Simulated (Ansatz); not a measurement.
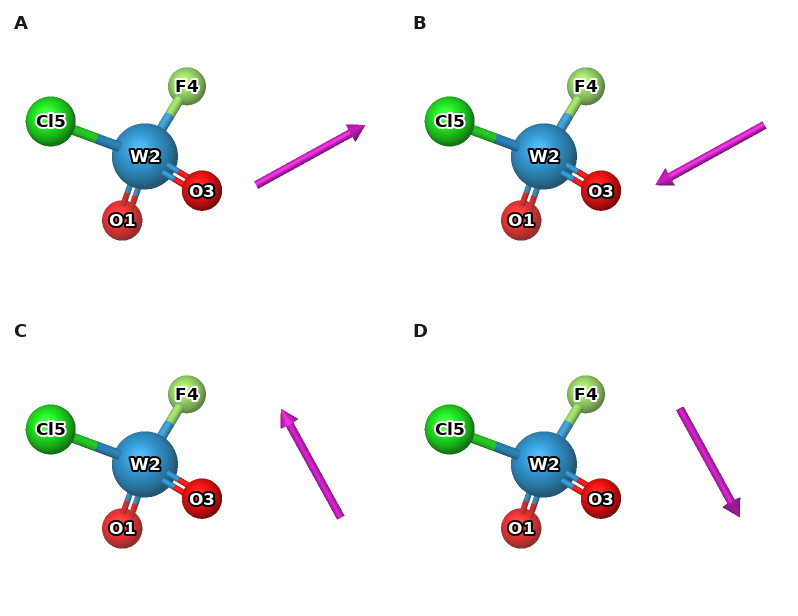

The same molecule four times, each with an arrow. The species is neutral and a spin singlet. The geometry was computed by an optimisation with PBE0-D4/def2-TZVP. Level of theory: RKS PBE-D4/def2-TZVPP, core potentials on W (Ansatz 0.2.0).

**Which arrow points along the dipole moment, from the negative to the positive end?**

C. The dipole moment is 1.76 D; it points from the side of O1, O3 to the side of Cl5 (the outermost atoms at the two ends).
